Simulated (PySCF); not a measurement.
**C₆H₁₂BFSi: density, localisation and related maps**

Input file:

```
{"job": {"kind": "nmr", "xc": "PBE0", "basis": "pcSseg-1"}, "charge": 0, "multiplicity": 1}
B     -0.412500    -1.584344    -1.350322
C     -0.936897    -0.261028    -0.596998
C     -2.096199    -0.549454     0.370975
C     -2.539901     0.652117     1.046666
C     -2.873372     1.667840     1.585116
C      0.270525     0.306640     0.162614
C      1.450454     0.308890    -0.793665
F      1.389127    -0.934356    -1.475413
Si     3.180811     0.440996     0.024816
H     -0.205023    -2.534969    -0.692666
H     -0.648825    -1.733611    -2.488979
H     -1.280757     0.505331    -1.301654
H     -1.782150    -1.285223     1.117170
H     -2.934690    -0.973148    -0.188844
H     -3.185072     2.547387     2.064617
H      0.090618     1.317462     0.532307
H      0.493543    -0.335578     1.018160
H      1.292974     1.051274    -1.584356
H      4.188277     0.374016    -1.030878
H      3.220841     1.721411     0.727776
H      3.309295    -0.684711     0.946373
```

Launched as:

```sh
OMP_NUM_THREADS=1 python probes_run.py task.json out
```

Geometry: GFN2-xTB.

All numbers below come from PySCF, PBE0/pcSseg-1, SCF density, gas phase, non-relativistic.

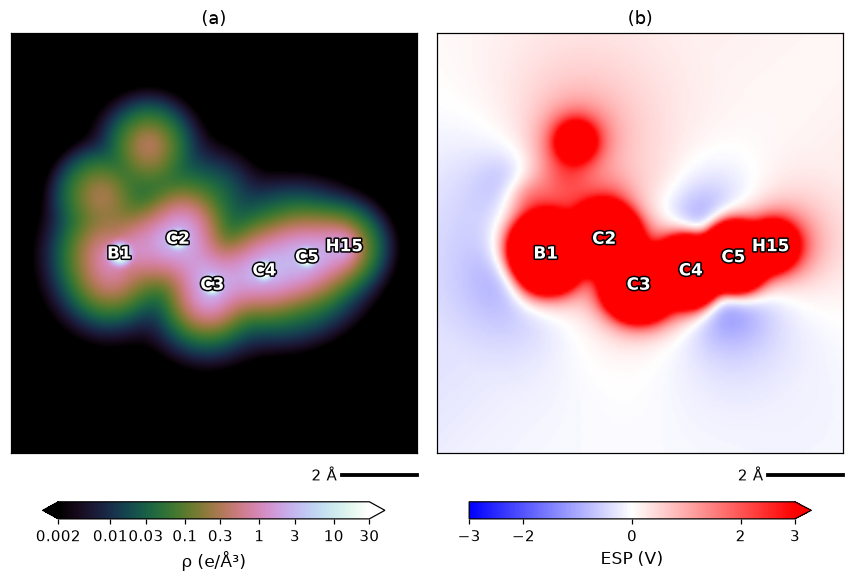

Figure 1. (a) total electron density; (b) electrostatic potential on the plane of atoms B1, C2 and C3.

### Describe what can be read from this map.

Atoms in the plane: B, C and H.
C–C (1.20 Å): ρ is about 2.8 e/Å³ halfway.
C–B (1.61 Å): ρ at the midpoint is about 1.3 e/Å³.
C–H (1.05 Å): ρ is about 2.1 e/Å³ halfway.
Outside the dense part of the molecule the potential is most negative (−1.0 V) near C5.

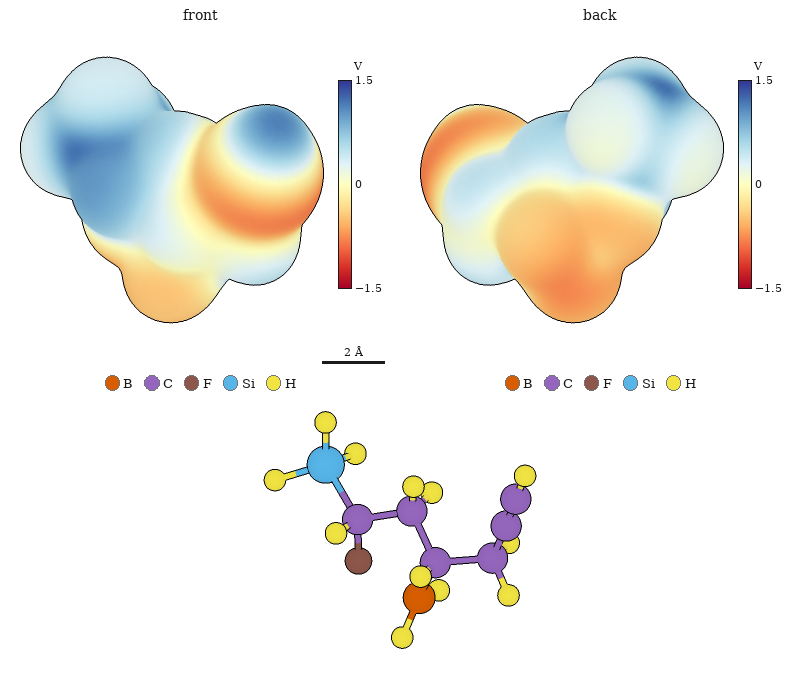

Figure 2. The molecular electrostatic potential painted on the density surface at 0.001 e/bohr³, seen from the front and from behind; the colour scale runs from red (negative) to blue (positive). The bare structure is drawn below in the same view.

### Which sites attract a positive test charge, and which a negative one?

A positive charge is drawn to the negative regions and a negative charge to the positive ones. The most negative region (about −0.8 V) lies over C4 and C5, the most positive (about +1.2 V) over Si9 and H15.

### How polar is the molecule by this calculation?

Its dipole moment is 2.68 D.
